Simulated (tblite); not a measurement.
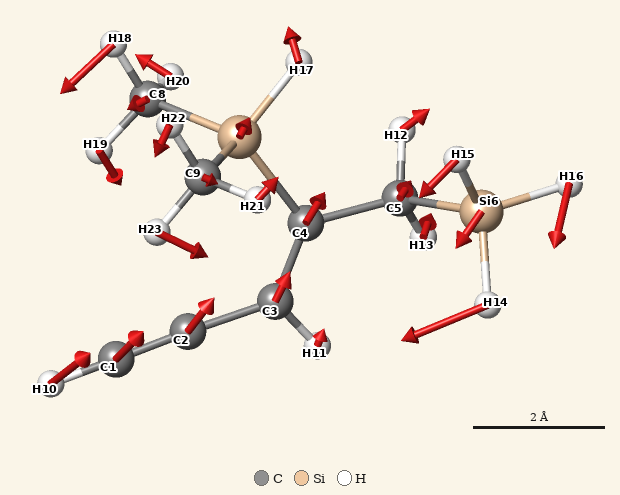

A relaxation of C₇H₁₄Si₂. The starting structure is drawn; red arrows show the displacements, magnified 5 times. The two geometries are superimposed by the best rigid fit.

Style: ball-and-stick. Shown at a tilt.

The calculation used GFN2-xTB geometry optimisation, gas phase in tblite 0.8.0. 

What did the optimiser do to the structure, and how much energy did it gain?

The energy falls by 19.2 kJ/mol in 88 geometry steps. An H atom moves most after the best rigid fit: 0.29 Å. Largest moves by element: H 0.29 Å, C 0.18 Å, Si 0.14 Å. Among the contacts that change: C–Si 1.850 → 1.902 Å, C–C 1.525 → 1.491 Å, C–H 1.079 → 1.049 Å, C–Si 1.883 → 1.909 Å. Bond angles that change, for instance: C–C–Si 116.4° → 110.8°, C–C–Si 125.4° → 122.3°, H–C–H 105.1° → 107.6°.
